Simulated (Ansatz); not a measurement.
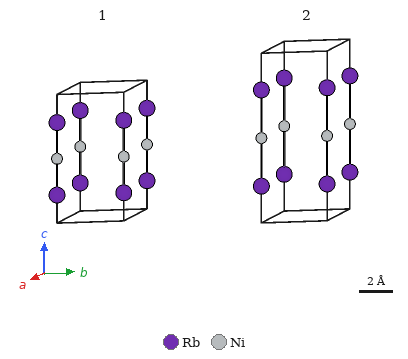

Two geometries of crystalline Rb2Ni (a generated structure, set up in P6/mmm) (coarse preliminary run), drawn at one scale. One is the start of a relaxation, the other its converged end. A ball-and-stick model of the cell of the calculation, seen slightly off an axis.

Computed with DFT PBE, scalar-relativistic, plane waves, PAW in Ansatz. Set-up: plane-wave cutoff 420 eV; k-point mesh 6 × 6 × 2; occupations gaussian; smearing width 0.1 eV; collinear spin; cell and atoms relaxed; force threshold 0.04 eV/Å; at most 70 steps.

**Which of the two is the end point?**

Structure 2 is the relaxed one. Over 7 accepted moves (9 points after the start) the energy falls by 441 meV per atom. The largest force component goes from 1.5 to 0.016 eV/Å. The pressure goes from 5.37 to 0.04 GPa. At 2 points the geometry stayed and the basis and grid were re-selected for the new cell (energy shift of 19.6 meV per atom at most each time). The largest moves relative to the cell, 0.018 Å, are those of Rb atoms. Ni stays in place. The drawn cell changes as follows: a = b 4.116 → 4.049 Å (−1.6 %), c 7.951 → 10.490 Å (+31.9 %); the volume changes by +27.7 %. Near-neighbour distances that change, for instance: Rb–Rb 3.471 → 4.543 Å, Ni–Rb 2.240 → 2.973 Å. The space group stays P6/mmm (No. 191). The program noted that the starting moments weren't kept. The run may lie on a higher electronic state than the lowest, so the end point isn't shown to be the ground-state structure. Cost: 39 s on 1 thread of Intel(R) Xeon(R) 6975P-C (Granite Rapids), on a shared host, peak memory 0.52 GiB.

Limits of the set-up: the k-point mesh is coarse for a cell with partly filled bands.
